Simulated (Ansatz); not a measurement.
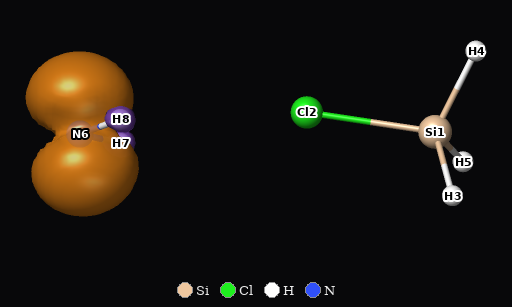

ClH3Si···NH2 (doublet). Isosurfaces of the spin density at +0.04 (orange) and −0.04 e/Å³ (purple), seen from one side.

Computed with UKS PBE0/6-31G* (Ansatz 0.2.0).

```xyz
8

Si    0.0030   -0.0018   -0.1460
Cl   -0.2573    0.1682    1.9005
H     1.4589   -0.0308   -0.4255
H    -0.6324    1.1720   -0.7918
H    -0.6424   -1.2603   -0.5912
N     0.0495   -0.0327    5.5185
H    -0.4260   -0.6797    4.8730
H     0.4481    0.6650    4.8739
```

> Describe the spin distribution.

The unpaired spin (1 electron) lies mostly on N6 (about 0.9), in electrons by Hirshfeld's partition.
